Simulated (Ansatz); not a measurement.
# CHBS (triplet): correlated methods under varied settings at distance C2–H4 = 1.338 Å

What do other methods, bases and active spaces give for CHBS (triplet) at this geometry, and how long do they take?

Computed with Ansatz 0.2.0, Gaussian basis. Level: the settings change from run to run.

**1. What is computed**

The geometry derives from a PBE0/def2-TZVP stationary point (not a proven minimum). One bond is set to the value named and the two fragments are kept rigid.

4 atoms, charge 0, spin multiplicity 3.

Atoms are counted from 1 here; the program's logs count them from 0.

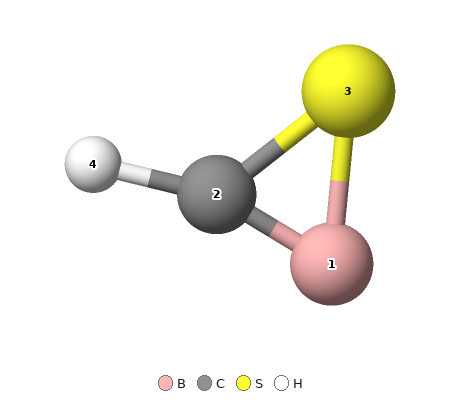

The geometry (boron pink, carbon grey, sulfur yellow, hydrogen white); atoms are numbered from 1 in the order of the file.

**2. CCSD(T)/6-31G***

File in.yaml:

```yaml
crystal:
  periodic: [false, false, false]
  atoms:
    - {symbol: B, position_ang: [0.000000, -0.945032, 0.803452]}
    - {symbol: C, position_ang: [0.000000, 0.452203, 1.024698]}
    - {symbol: S, position_ang: [0.000000, 0.097396, -0.705709]}
    - {symbol: H, position_ang: [0.000000, 1.649381, 1.622200]}
basis:
  gaussian: {orbitals: "6-31G*"}
magnetization: {spin_polarized: false, initial_magnetization: 2}
hamiltonian: {xc: {name: B3LYP}}
correlation: {method: ccsd_t, electrons: outside_noble_gas}
scf: {omitted_lower_state_checks: [cluster_reference]}
```

On the command line:

```bash
$ ansatz run in.yaml --threads 1 --pin off --events-out ev --progress --plain --max-ram 2393MiB
```

What it wrote, shortened:

```text
Functional definition: B3LYP
  name "B3LYP"
  cite "Stephens, Devlin, Chabalowski & Frisch, J. Phys. Chem. 98, 11623 (1994) doi:10.1021/j100096a001"
  cite "Becke, Phys. Rev. A 38, 3098 (1988) doi:10.1103/PhysRevA.38.3098"
  cite "Lee, Yang & Parr, Phys. Rev. B 37, 785 (1988) doi:10.1103/PhysRevB.37.785"
  cite "Vosko, Wilk & Nusair, Can. J. Phys. 58, 1200 (1980) doi:10.1139/p80-159"
[...]
485 factors; integrals over basis functions are off by at most 1.2e-3 eV
[...]
mean field -12560.29934866 eV, -461.5824873864 hartree, gradient 4.0e-6 eV, S^2 2.000000; 0 other end points of the search recorded, 0 dependent functions left out
7 core orbitals not correlated: weight in the atoms' cores, before any rotation towards them, 1.000 or more for the frozen orbitals, at most 0.000 for the correlated occupied ones
reference -12530.05333809 eV, -460.4709669997 hartree; 8, 6 occupied and 36, 38 virtual orbitals, 485 factors
second order -8.80603956 eV of doubles, -0.37350452 eV of singles
cycle   1  -9.02580023 eV  change    1.4e-1 eV  update   9.5e-2
[...]
cycle  11  -9.41864669 eV  change   -1.0e-5 eV  update   1.6e-5
perturbative correction -0.48393663 eV, -0.0177843432 hartree
Total energy: -12539.95592142 eV, -460.8348802247 hartree
Checks for a lower state left out: cluster_reference
```

Run time: 2.8 s. Hardware: 1 thread of Arm Neoverse V1, shared host.

From the report: correlation -9.9026 eV; T1 0.015; largest double amplitude 0.05. The orbitals are Kohn-Sham ones, so correlation energy and T1 don't compare with those on Hartree-Fock orbitals.

**3. BCCD(T) on UHF/6-31G***

File in.yaml:

```yaml
crystal:
  periodic: [false, false, false]
  atoms:
    - {symbol: B, position_ang: [0.000000, -0.945032, 0.803452]}
    - {symbol: C, position_ang: [0.000000, 0.452203, 1.024698]}
    - {symbol: S, position_ang: [0.000000, 0.097396, -0.705709]}
    - {symbol: H, position_ang: [0.000000, 1.649381, 1.622200]}
basis:
  gaussian: {orbitals: "6-31G*"}
magnetization: {spin_polarized: true, initial_magnetization: 2}
correlation: {method: bccd_t, electrons: valence}
```

Launched as before.

What it wrote, shortened:

```text
Functional definition: HF
  name "HF"
  cite "Fock, Z. Phys. 61, 126 (1930) doi:10.1007/BF01340294"
  parent pbe
[...]
485 factors; integrals over basis functions are off by at most 1.2e-3 eV
[...]
mean field -12530.70261585 eV, -460.4948275171 hartree, gradient 1.6e-6 eV, S^2 2.033017; 1 other end points of the search recorded, 0 dependent functions left out
determinant -12530.70261585 eV, -460.4948275171 hartree, with singles and doubles -12539.63094407 eV, -460.8229375274 hartree
determinant -12527.21854528 eV, -460.3667902852 hartree, with singles and doubles -12535.87301548 eV, -460.6848361991 hartree
7 core orbitals not correlated: weight in the atoms' cores, before any rotation towards them, 1.000 or more for the frozen orbitals, at most 0.000 for the correlated occupied ones
reference -12530.70261585 eV, -460.4948275171 hartree; 8, 6 occupied and 36, 38 virtual orbitals, 485 factors
second order -8.15174263 eV of doubles, -0.00000000 eV of singles
cycle   1  -8.89987374 eV  change    2.8e-2 eV  update   1.7e-2
[...]
cycle  11  -8.90019497 eV  change   -3.2e-7 eV  update   6.6e-6
perturbative correction -0.46900246 eV, -0.0172355224 hartree
Total energy: -12540.07181327 eV, -460.8391391718 hartree
```

Run time: 3.1 s. Hardware: 1 thread of Arm Neoverse V1, shared host.

From the report: ⟨S²⟩ of the determinant 2.033 (pure triplet: 2.00); correlation -9.3692 eV; largest double amplitude 0.05.

**4. CCSD(T) on ROHF/cc-pVDZ**

in.yaml, as its differences from that of step 3:

```diff
@@ -8,4 +8,5 @@
 basis:
-  gaussian: {orbitals: "6-31G*"}
-magnetization: {spin_polarized: true, initial_magnetization: 2}
-correlation: {method: bccd_t, electrons: valence}
+  gaussian: {orbitals: cc-pVDZ}
+magnetization: {spin_polarized: false, initial_magnetization: 2}
+correlation: {method: ccsd_t, electrons: outside_noble_gas}
+scf: {lower_state_search: off}
```

Same command.

What it wrote, shortened:

```text
Functional definition: HF
  name "HF"
  cite "Fock, Z. Phys. 61, 126 (1930) doi:10.1007/BF01340294"
  parent pbe
[...]
502 factors; integrals over basis functions are off by at most 1.2e-3 eV
[...]
mean field -12531.30269304 eV, -460.5168799470 hartree, gradient 1.3e-6 eV, S^2 2.000000; 0 other end points of the search recorded, 0 dependent functions left out
7 core orbitals not correlated: weight in the atoms' cores, before any rotation towards them, 1.000 or more for the frozen orbitals, at most 0.000 for the correlated occupied ones
reference -12531.30269304 eV, -460.5168799470 hartree; 8, 6 occupied and 36, 38 virtual orbitals, 502 factors
second order -8.61490998 eV of doubles, -0.10877607 eV of singles
cycle   1  -8.95608644 eV  change   -2.3e-1 eV  update   9.1e-2
[...]
cycle  12  -9.36252700 eV  change    4.1e-6 eV  update   9.8e-6
perturbative correction -0.43840899 eV, -0.0161112334 hartree
Total energy: -12541.10362903 eV, -460.8770577015 hartree
Checks for a lower state left out: stability, starts, cluster_reference, orbital_swaps, neighbouring_geometries, increment
```

Run time: 1.5 s. Hardware: 1 thread of Arm Neoverse V1, shared host.

From the report: correlation -9.8009 eV; T1 0.027; largest double amplitude 0.04.

**5. MP2 on UHF/def2-SVP**

File in.yaml:

```yaml
crystal:
  periodic: [false, false, false]
  atoms:
    - {symbol: B, position_ang: [0.000000, -0.945032, 0.803452]}
    - {symbol: C, position_ang: [0.000000, 0.452203, 1.024698]}
    - {symbol: S, position_ang: [0.000000, 0.097396, -0.705709]}
    - {symbol: H, position_ang: [0.000000, 1.649381, 1.622200]}
basis:
  gaussian: {orbitals: def2-SVP}
magnetization: {spin_polarized: true, initial_magnetization: 2}
correlation: {method: mp2, electrons: outside_noble_gas}
output: {forces: true}
```

Launched as before.

What it wrote, shortened:

```text
Functional definition: HF
  name "HF"
  cite "Fock, Z. Phys. 61, 126 (1930) doi:10.1007/BF01340294"
  parent pbe
[...]
501 factors; integrals over basis functions are off by at most 1.3e-3 eV
[...]
mean field -12526.55311808 eV, -460.3423362867 hartree, gradient 2.1e-6 eV, S^2 2.033132; 0 other end points of the search recorded, 0 dependent functions left out
7 core orbitals not correlated: weight in the atoms' cores, before any rotation towards them, 1.000 or more for the frozen orbitals, at most 0.000 for the correlated occupied ones
reference -12526.55311808 eV, -460.3423362867 hartree; 8, 6 occupied and 36, 38 virtual orbitals, 501 factors
second order -8.37014550 eV of doubles, -0.00000000 eV of singles
[...]
Total energy: -12534.92326358 eV, -460.6499334604 hartree
Atom 0 at     0.000000    -0.945032     0.803452 Å, force    -0.000000    -0.357172     0.560824 eV/Å
Atom 1 at     0.000000     0.452203     1.024698 Å, force     0.000000     4.457146     2.220584 eV/Å
Atom 2 at     0.000000     0.097396    -0.705709 Å, force     0.000000     0.382470    -0.549216 eV/Å
Atom 3 at     0.000000     1.649381     1.622200 Å, force     0.000000    -4.482444    -2.232192 eV/Å
Dipole moment:    -0.000000     0.225581    -0.026528 e Å
```

It took 0.87 s on 1 thread of Arm Neoverse V1, shared host.

From the report: ⟨S²⟩ of the determinant 2.033 (pure triplet: 2.00).

**6. MP2 on ROHF/6-31G***

in.yaml, as its differences from that of step 5:

```diff
@@ -8,5 +8,4 @@
 basis:
-  gaussian: {orbitals: def2-SVP}
-magnetization: {spin_polarized: true, initial_magnetization: 2}
+  gaussian: {orbitals: "6-31G*"}
+magnetization: {spin_polarized: false, initial_magnetization: 2}
 correlation: {method: mp2, electrons: outside_noble_gas}
-output: {forces: true}
```

Launched as before.

What it wrote:

```text
Functional definition: HF
  name "HF"
  cite "Fock, Z. Phys. 61, 126 (1930) doi:10.1007/BF01340294"
  parent pbe
  exchange = exact_x
  correlation = 0
485 factors; integrals over basis functions are off by at most 1.2e-3 eV
mean field evaluation 1: about -12529.0752 eV, gradient 1.3e1 eV
mean field evaluation 2: about -12529.1306 eV, gradient 1.3e1 eV
mean field evaluation 4: about -12530.4756 eV, gradient 2.3e0 eV
mean field evaluation 8: about -12530.5120 eV, gradient 2.0e-1 eV
mean field evaluation 16: about -12530.5135 eV, gradient 2.5e-6 eV
mean field -12530.51349882 eV, -460.4878775946 hartree, gradient 2.5e-6 eV, S^2 2.000000; 0 other end points of the search recorded, 0 dependent functions left out
7 core orbitals not correlated: weight in the atoms' cores, before any rotation towards them, 1.000 or more for the frozen orbitals, at most 0.000 for the correlated occupied ones
reference -12530.51349882 eV, -460.4878775946 hartree; 8, 6 occupied and 36, 38 virtual orbitals, 485 factors
second order -8.33081387 eV of doubles, -0.09858220 eV of singles
Total energy: -12538.94289489 eV, -460.7976521863 hartree
```

It took 0.51 s on 1 thread of Arm Neoverse V1, shared host.

**7. MP2 on UHF/cc-pVDZ**

in.yaml, as its differences from that of step 6:

```diff
@@ -8,4 +8,5 @@
 basis:
-  gaussian: {orbitals: "6-31G*"}
-magnetization: {spin_polarized: false, initial_magnetization: 2}
+  gaussian: {orbitals: cc-pVDZ}
+magnetization: {spin_polarized: true, initial_magnetization: 2}
 correlation: {method: mp2, electrons: outside_noble_gas}
+accuracy: high
```

The command is unchanged.

What it wrote:

```text
Functional definition: HF
  name "HF"
  cite "Fock, Z. Phys. 61, 126 (1930) doi:10.1007/BF01340294"
  parent pbe
  exchange = exact_x
  correlation = 0
1133 factors; integrals over basis functions are off by at most 3.8e-9 eV
mean field evaluation 1: about -12529.7765 eV, gradient 1.1e1 eV
mean field evaluation 2: about -12529.8793 eV, gradient 1.1e1 eV
mean field evaluation 4: about -12531.3841 eV, gradient 2.9e0 eV
mean field evaluation 8: about -12531.5078 eV, gradient 2.3e-1 eV
mean field evaluation 16: about -12531.5103 eV, gradient 1.0e-6 eV
mean field -12531.51034075 eV, -460.5245108596 hartree, gradient 3.0e-8 eV, S^2 2.035089; 0 other end points of the search recorded, 0 dependent functions left out
7 core orbitals not correlated: weight in the atoms' cores, before any rotation towards them, 1.000 or more for the frozen orbitals, at most 0.000 for the correlated occupied ones
reference -12531.51034075 eV, -460.5245108596 hartree; 8, 6 occupied and 36, 38 virtual orbitals, 1133 factors
second order -8.40686613 eV of doubles, -0.00000000 eV of singles
Total energy: -12539.91720688 eV, -460.8334574917 hartree
```

Run time: 0.93 s. Hardware: 1 thread of Arm Neoverse V1, shared host.

From the report: ⟨S²⟩ of the determinant 2.035 (pure triplet: 2.00).

**8. All runs side by side**

Where basis and cores are those of an earlier UCCSDT(Q)/cc-pVDZ run (-12541.1683 eV), and the state is the same kind, the miss against it is given.

| level | correlated | functions | energy (eV) | from UCCSDT(Q) (meV) | time |
| --- | --- | --- | --- | --- | --- |
| CCSD(T)/6-31G* (on B3LYP orbitals) | outside noble gas | 51 | -12539.9559 |  | 2.8 s |
| BCCD(T) on UHF/6-31G* | valence | 51 | -12540.0718 |  | 3.1 s |
| CCSD(T) on ROHF/cc-pVDZ | outside noble gas | 51 | -12541.1036 | 64.7 | 1.5 s |
| MP2 on UHF/def2-SVP | outside noble gas | 51 | -12534.9233 |  | 0.87 s |
| MP2 on ROHF/6-31G* | outside noble gas | 51 | -12538.9429 |  | 0.51 s |
| MP2 on UHF/cc-pVDZ | outside noble gas | 51 | -12539.9172 | 1251.1 | 0.93 s |

**9. Summary of results**

| quantity | value |
| --- | --- |
| runs | 6 |
| quickest | MP2 on ROHF/6-31G*, 0.51 s |
| slowest | BCCD(T) on UHF/6-31G*, 3.1 s |
| nearest to UCCSDT(Q) | CCSD(T) on ROHF/cc-pVDZ (+64.7 meV) |

**Reading.** Total energies in different bases or with other cores can't be set against each other. BCCD(T) on UHF/6-31G* took 6 times as long as MP2 on ROHF/6-31G*. Among the comparable runs the misses span +65 to +1251 meV.
